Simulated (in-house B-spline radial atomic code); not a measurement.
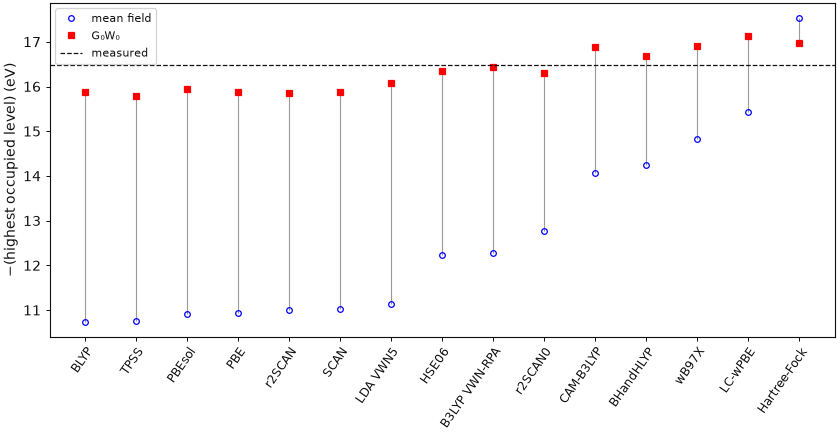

Binding energy of the highest level (3d↑) of Cr⁺ ([Ar] 3d⁵) on 15 mean-field starts and after G₀W₀. All-electron spherical atom, scalar X2C, no spin-orbit coupling, Breit or QED terms; computed with a B-spline radial code.

Describe the starting-point dependence.

Answer. The mean-field values spread from 10.73 eV (BLYP) to 17.53 eV (Hartree-Fock); after G₀W₀ they lie between 15.79 eV (TPSS) and 17.13 eV (LC-wPBE), so the spread shrinks from 6.80 to 1.34 eV. The measured removal energy is 16.49 eV; the nearest G₀W₀ value is that on B3LYP VWN-RPA (16.43 eV).

```tsv
Start	Mean field (eV)	G₀W₀ (eV)	RPA correlation (hartree)
BLYP	10.73	15.87	−1.580
TPSS	10.77	15.79	−1.564
PBEsol	10.92	15.95	−1.577
PBE	10.93	15.88	−1.577
r2SCAN	11.00	15.86	−1.542
SCAN	11.02	15.88	−1.542
LDA VWN5	11.13	16.09	−1.581
HSE06	12.24	16.35	−1.524
B3LYP VWN-RPA	12.27	16.43	−1.531
r2SCAN0	12.76	16.31	−1.497
CAM-B3LYP	14.07	16.89	−1.502
BHandHLYP	14.25	16.69	−1.471
wB97X	14.82	16.91	−1.487
LC-wPBE	15.42	17.13	−1.493
Hartree-Fock	17.53	16.97	−1.388
```
